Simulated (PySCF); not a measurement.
## A study: C10H8, SMILES `c1ccc2ccccc2c1`

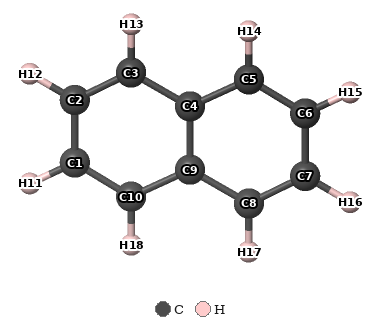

The molecule, with its atoms numbered as below. No frequency check shows the geometry to be a minimum.

Coordinates in Å:

```
C1      -2.4143   -0.7019    0.0000
C2      -2.4143    0.7019    0.0000
C3      -1.2348    1.3919    0.0000
C4      -0.0000    0.7098    0.0000
C5       1.2348    1.3919    0.0000
C6       2.4143    0.7019    0.0000
C7       2.4143   -0.7019    0.0000
C8       1.2348   -1.3919    0.0000
C9      -0.0000   -0.7098    0.0000
C10     -1.2348   -1.3919    0.0000
H11     -3.3561   -1.2311    0.0000
H12     -3.3561    1.2311    0.0000
H13     -1.2295    2.4729    0.0000
H14      1.2295    2.4729    0.0000
H15      3.3562    1.2311    0.0000
H16      3.3562   -1.2311    0.0000
H17      1.2295   -2.4729    0.0000
H18     -1.2295   -2.4729    0.0000
```

## 1. Bonding charge

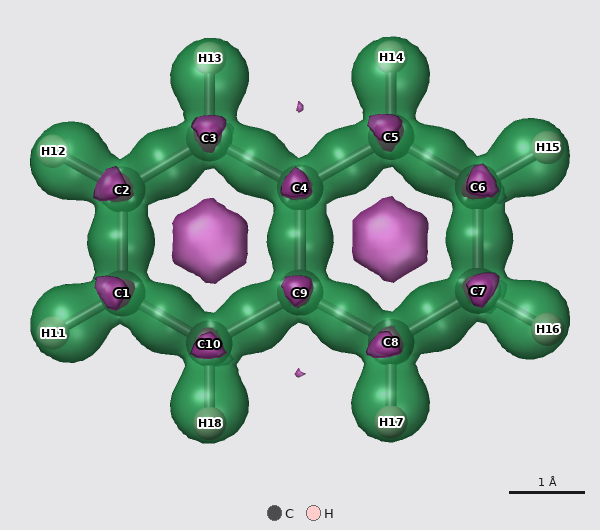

Deformation density (molecule less spherical, spin-averaged free atoms at the same positions), surfaces at ±0.1 e/Å³; green: gain, purple: loss.

Method: PBE/def2-SVP; geometry: GFN2-xTB; program: PySCF.

Describe the bonding that the map shows.

Answer. C1–H11, C2–H12, C6–H15 and C7–H16: +0.68 e/Å³ at the bond critical point (bond length 1.08 Å, Mayer order 1.0). C3–H13, C5–H14, C8–H17 and C10–H18: +0.68 e/Å³ at the bond critical point (bond length 1.08 Å, Mayer order 1.0). C2–C3, C5–C6, C7–C8 and C1–C10: +0.62 e/Å³ at the bond critical point (bond length 1.37 Å, Mayer order 1.5). C1–C2 and C6–C7: +0.57 e/Å³ at the bond critical point (bond length 1.40 Å, Mayer order 1.3). C3–C4, C9–C10, C4–C5 and C8–C9: +0.56 e/Å³ at the bond critical point (bond length 1.41 Å, Mayer order 1.2). C4–C9: +0.56 e/Å³ at the bond critical point (bond length 1.42 Å, Mayer order 1.2). In all, 4.0 electrons gather in the regions of gain relative to the promolecule.

Where do the Hirshfeld charges lie?

Answer. The highest Hirshfeld charge is on H11, H12, H15 and H16 (+0.04 e), the lowest on C1, C2, C6 and C7 (−0.04 e).

```
atom  charge (e)
  C1       −0.04
  C2       −0.04
  C3       −0.04
  C4        0.00
  C5       −0.04
  C6       −0.04
  C7       −0.04
  C8       −0.04
  C9        0.00
 C10       −0.04
 H11       +0.04
 H12       +0.04
 H13       +0.04
 H14       +0.04
 H15       +0.04
 H16       +0.04
 H17       +0.04
 H18       +0.04
```

## 2. Electrostatic potential

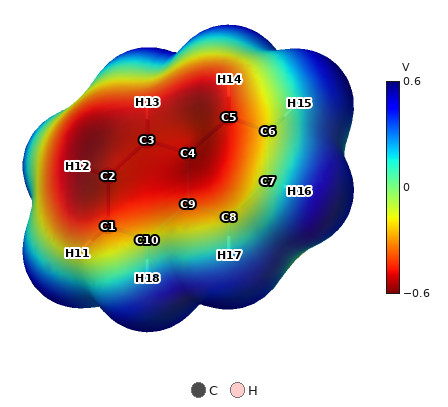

Electrostatic potential on the surface of electron density 0.001 a.u.

Where are the extremes of the potential on the surface?

Answer. Highest: 0.54 V, 1.4 Å from H18. Lowest: −0.60 V, off the C1–C10 bond (2.1 to 2.2 Å from its atoms), and at like points elsewhere. The surface is sampled at points, so like sites can differ by a few per cent and only the strongest of them is named.

What volume does the surface enclose, and what is the dipole moment?

Answer. About 172 Å³; the dipole moment is 0.0 D.

## 3. In an electric field

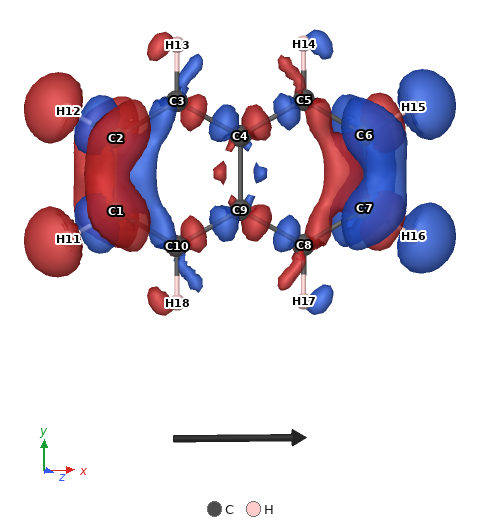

Change of the electron density in a uniform field of 0.26 V/Å along +x (arrow), surfaces at ±0.003 e/Å³ (red: gain, blue: loss).

Method: B3LYP/cc-pVDZ; geometry: GFN2-xTB; program: PySCF. A basis without diffuse functions makes polarisabilities too small.

What dipole is induced, and what polarisability does it imply?

Answer. The induced dipole is 1.99 D (along the field); α along this axis, from the fields in both directions, is 156 bohr³ (23.2 Å³).

Which atoms gain and lose the most charge?

Answer. Electrons gather most on C1 and C2 alike (Hirshfeld charge changes by −0.015 e) and leave C6 and C7 alike most (+0.015 e); 0.116 electrons are displaced in all.

The PySCF runs shown took 25 s and 50 s on 1 thread of Intel(R) Xeon(R) 6975P-C (Granite Rapids) (shared host).
